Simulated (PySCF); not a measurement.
In(Vi)(OH)(OEt), SMILES [In]([O]CC)([OH])[CH]=C at its GFN2-xTB optimised geometry (Å):

```
16

In    -0.5049    -0.6196     0.0000
C      1.7010    -0.6196     0.0000
C      2.3879     0.4978    -0.0750
H      2.1478    -1.6000     0.0791
H      3.4721     0.5028    -0.0634
H      1.9044     1.4609    -0.1512
O     -1.5804    -2.2603     0.1991
H     -2.5233    -2.1075     0.2579
O     -1.5204     1.1292     0.0000
C     -2.8870     1.2158    -0.2591
C     -3.2416     0.8540    -1.7000
H     -3.4721     0.5814     0.4302
H     -3.1722     2.2603    -0.0656
H     -2.9618    -0.1866    -1.8941
H     -4.3086     0.9791    -1.8724
H     -2.6888     1.4929    -2.3856
```

Computed with CAM-B3LYP/def2-TZVP, def2 effective core potentials past Kr run with PySCF. The core electrons that the potentials of In replace are not part of the density. Cells within 0.4 Å of a nucleus heavier than hydrogen are left out (blank, or x).

Map of the HOMO−1 amplitude (bohr^(-3/2)) on the plane z = 0.0 Å; orbital energy -8.88 eV, overall sign arbitrary:

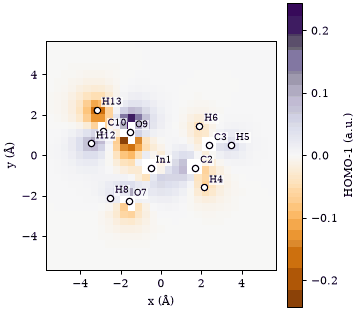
Figure. HOMO−1 amplitude (bohr^(-3/2)) on the plane z = 0.0 Å.
